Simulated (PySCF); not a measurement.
H₈Si₃, SMILES `[SiH3][SiH2][SiH3]`.

PySCF calculation, ωB97X/def2-TZVP, gas phase; geometry: GFN2-xTB. No frequency check shows the geometry to be a minimum.

Coordinates in Å:

```
Si1     -1.9641   -0.3912    0.0010
Si2     -0.0000    0.8332    0.0000
Si3      1.9641   -0.3911   -0.0010
H4      -2.0535   -1.2650    1.1744
H5      -3.1833    0.4207   -0.0097
H6      -2.0547   -1.2650   -1.1723
H7      -0.0005    1.7529   -1.1517
H8       0.0005    1.7528    1.1517
H9       3.1833    0.4207    0.0098
H10      2.0535   -1.2650   -1.1744
H11      2.0547   -1.2650    1.1723
```

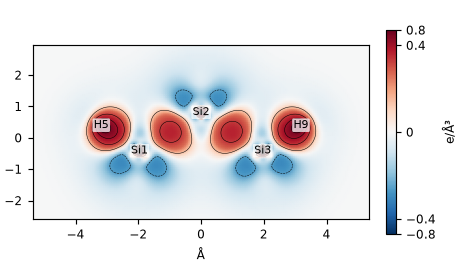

Deformation density (molecule less spherical, spin-averaged free atoms) in the plane of Si1, Si2, Si3, H5 and H9; colour scale in e/Å³, logarithmic beyond ±0.1; red: gain, blue: loss.

### Describe the bonding that the map shows.

Si1–Si2 and Si2–Si3: +0.28 e/Å³ at the bond critical point (bond length 2.31 Å, Mayer order 1.0). Si1–H5 and Si3–H9: +0.23 e/Å³ at the bond critical point (bond length 1.47 Å, Mayer order 1.0). In all, 2.9 electrons gather in the regions of gain relative to the promolecule.
